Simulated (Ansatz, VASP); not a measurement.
# Cross-check of ZrGe between VASP and Ansatz, part 2 of 2

One calculation is typed for both programs; each brings its own data sets. How far apart do they land? The cell is generated by rule, not measured, and may not be a known phase. The cell is taken from a series of VASP runs on this material, whose earlier steps may have relaxed, scaled or displaced it; both programs get it as it stands. Valence electrons are named where the data sets of a main pair hold unlike numbers.

VASP 6.6.1 and Ansatz 0.2.0.

So far: Starting point; Ansatz: band structure, PBEsol, spin-orbit coupling; VASP: band structure, PBEsol, spin-orbit coupling.

## 3. VASP: band structure, PBEsol, spin-orbit coupling (continued)

Level of this step: PBEsol, spin-orbit coupling; plane waves and PAW (Zr_sv, Ge_d); invented cell (VASP).

Numbers of over 12 decimals in the logs are rounded to 6 here.

From OUTCAR (step 3):

```text
ion  position               nearest neighbor table
   1  0.000  0.000  0.000-   2 2.82   2 2.82   2 2.82   2 2.82   2 2.82   2 2.82
   2  0.500  0.500  0.500-   1 2.82   1 2.82   1 2.82   1 2.82   1 2.82   1 2.82

  LATTYP: Found a face centered cubic cell.
 ALAT       =     5.6400000000

 Subroutine GETGRP returns: Found 48 space group operations
 (whereof 48 operations were pure point group operations)

The static configuration has the point symmetry O_h .

 Found     29 irreducible k-points:

   k-points           NKPTS =     29   k-points in BZ     NKDIM =     29   number of bands    NBANDS=     38

   dimension x,y,z NGX =    28 NGY =   28 NGZ =   28
   dimension x,y,z NGXF=    56 NGYF=   56 NGZF=   56

   ENCUT  =  410.0 eV  30.13 Ry    5.49 a.u.   6.58  6.58  6.58*2*pi/ulx,y,z

   NELECT =      26.0000    total number of electrons

 k-points in reciprocal lattice and weights: Automatic mesh
   0.00000000  0.00000000  0.00000000       0.002
   0.12500000  0.00000000  0.00000000       0.016
   0.25000000  0.00000000  0.00000000       0.016
   0.37500000  0.00000000  0.00000000       0.016
   0.50000000  0.00000000  0.00000000       0.008
   0.12500000  0.12500000  0.00000000       0.012
   0.25000000  0.12500000  0.00000000       0.047
   0.37500000  0.12500000  0.00000000       0.047
   0.50000000  0.12500000  0.00000000       0.047
[...]
-0.37500000  0.50000000  0.12500000       0.023
  -0.25000000  0.50000000  0.25000000       0.012

 average (electrostatic) potential at core
       1 -77.0928       2 -71.1308

 E-fermi :   6.8981

 k-point     1 :       0.0000    0.0000    0.0000
  band No.  band energies     occupation
    ...
     16     -16.5284      1.00000
     17     -16.5089      1.00000
     18     -16.5089      1.00000
     19      -2.8905      1.00000
     20      -2.8905      1.00000
     21       7.1188      0.00000
     22       7.1188      0.00000
     23       7.1188      0.00000
     24       7.1188      0.00000
     25       7.1881      0.00000
    ...

 k-point     2 :       0.1250    0.0000    0.0000
  band No.  band energies     occupation
    ...
     22       6.3794      1.00000
     23       6.7549      1.00000
     24       6.7549      1.00000
     25       6.7600      1.00000
     26       6.7600      1.00000
     27       7.4717      0.00000
     28       7.4717      0.00000
     29       7.5085      0.00000
     30       7.5085      0.00000
     31       8.7752      0.00000
    ...

 k-point     3 :       0.2500    0.0000    0.0000
  band No.  band energies     occupation
    ...
     22       4.7491      1.00000
     23       5.7903      1.00000
     24       5.7903      1.00000
     25       5.8257      1.00000
     26       5.8257      1.00000
     27       7.9703      0.00000
     28       7.9703      0.00000
     29       7.9887      0.00000
     30       7.9887      0.00000
     31       8.7594      0.00000
    ...

  Total       -3.2747895     -3.2747895     -3.2747895     -0.0000000      0.0000000     -0.0000000
  in kB     -116.9813555   -116.9813555   -116.9813555     -0.0000000      0.0000000     -0.0000000
  external PRESSURE =    -116.9813555 kB  Pullay stress =       0.0000000 kB

  energy-cutoff  :      410.00
  volume of cell :       44.85
      direct lattice vectors                 reciprocal lattice vectors
     0.000000000  2.820000000  2.820000000    -0.177304965  0.177304965  0.177304965
     2.820000000  0.000000000  2.820000000     0.177304965 -0.177304965  0.177304965
     2.820000000  2.820000000  0.000000000     0.177304965  0.177304965 -0.177304965

 POSITION                                       TOTAL-FORCE (eV/Angst)
 -----------------------------------------------------------------------------------
      0.00000      0.00000      0.00000         0.000000     -0.000000      0.000000
      2.82000      2.82000      2.82000        -0.000000      0.000000     -0.000000
 -----------------------------------------------------------------------------------
    total drift:                                0.000000      0.000000      0.000000

  FREE ENERGIE OF THE ION-ELECTRON SYSTEM (eV)
  ---------------------------------------------------
  free  energy   TOTEN  =       -15.5116817874 eV

  energy  without entropy=      -15.5116804538  energy(sigma->0) =      -15.51168112

 Spin-Orbit-Coupling matrix elements
 Ion:    1  E_soc:     -0.1460801
 Ion:    2  E_soc:     -0.0231282

 total charge
# of ion       s       p       d       tot
------------------------------------------
    1        2.140   5.959   1.569   9.669
    2        1.142   1.307   9.991  12.440
--------------------------------------------------
tot          3.282   7.266  11.560  22.108

 magnetization (x)
# of ion       s       p       d       tot
------------------------------------------
    1        0.000  -0.000  -0.000  -0.000
    2       -0.000   0.000  -0.000  -0.000
--------------------------------------------------
tot         -0.000   0.000  -0.000  -0.000

 magnetization (y)
# of ion       s       p       d       tot
------------------------------------------
    1        0.000   0.000  -0.000   0.000
    2        0.000   0.000   0.000   0.000
--------------------------------------------------
tot          0.000   0.000  -0.000   0.000

 magnetization (z)
# of ion       s       p       d       tot
------------------------------------------
    1       -0.000   0.000  -0.000  -0.000
    2       -0.000   0.000   0.000   0.000
--------------------------------------------------
tot         -0.000   0.000  -0.000  -0.000

[... 3 further parts left out ...]
```

The k-mesh is coarse for a metal. The PAW data sets were made with PBE, which is usual practice but a small mismatch for other functionals.

## 4. Differences

Known differences besides the potentials themselves: spin-orbit coupling enters by fully relativistic files in Ansatz and inside the spheres in VASP; the cutoff is 420 eV in Ansatz and 410 eV in VASP; Ansatz makes its cores anew for this functional, VASP keeps those of its PBE data sets. Total energies have different zeros and are not compared.

Compared:

```csv
quantity,Ansatz,VASP,difference
pressure (GPa),-11.51,-11.70,+0.19
```

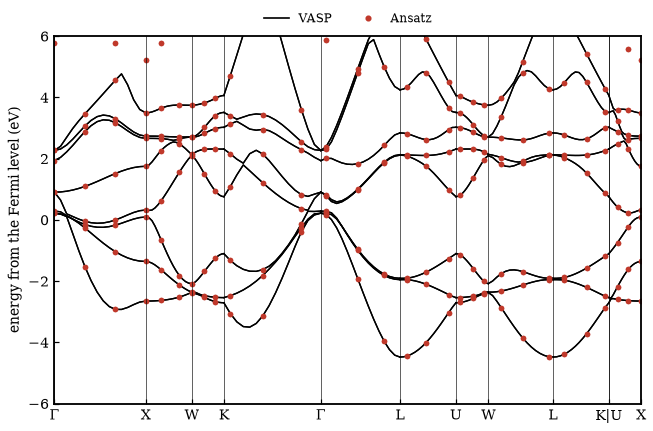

Bands from VASP (lines) and levels from Ansatz (dots). Dots without a line are higher empty bands that the VASP plot leaves out.

Levels from 3 eV below to 2 eV above the Fermi level differ by 1 meV r.m.s. and 2 meV at most; each VASP level is matched to the nearest of Ansatz, which flatters the figure a little.

## 5. Summary of results

| Property | Result |
| --- | --- |
| r.m.s. difference of levels near the Fermi level (band structure, PBEsol, spin-orbit coupling) | 0.92 meV |

The r.m.s. difference of levels near the Fermi level is 0.92 meV (band structure, PBEsol, spin-orbit coupling), within the 80 meV picked in this series as the mark of a large difference. 1 further run of this series is not shown here. How closely two codes agree says nothing of how well the functional describes the real material.

[Lines on the potential files, build, host, timing and source positions are cut from VASP's logs without a mark.]

[Logs are printed without paths, hosts, clocks, repeated set-up lines and the standing remarks that a program may print on its own settings, such as how far it seeks lower states.]

[Hosts, paths, dates, database ids (printed as entryN), source tags and the programs' standing remarks are cut or masked in the printed files.]
